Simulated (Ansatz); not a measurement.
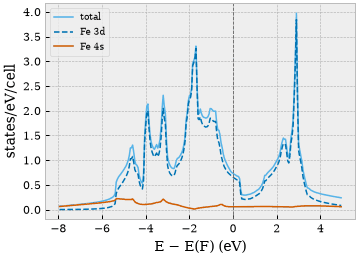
Figure. Total and projected density of states of Fe (bcc (W type), Im-3m), DFT-r²SCAN in the program Ansatz with PAW potentials

Problem. Which orbitals carry the states next to the Fermi level?

Solution. Within 0.5 eV of the Fermi level: Fe 3d 85 %, Fe 4s 9 %, outside the projected shells 6 %. Projections are on Löwdin-orthogonalised atomic valence shells; empty p or d shells of many metals are not among them.

Problem. Where is the tallest occupied peak in this window, and what makes it?

Solution. Near -1.7 eV, about 3.3 states/eV per cell; the largest projected share is Fe 3d.

The r²SCAN relaxation kept the symmetry of its start. Spin order of the final state: ferromagnetic, chosen from 4 collinear starts compared on coarse meshes (ties went to the first, and starts can fall back to one state), not a proven ground state. Textbook magnetic order: ferromagnetic. Other orbital occupations within this spin state were not tried.

Potentials: the later of the program's two PAW sets.
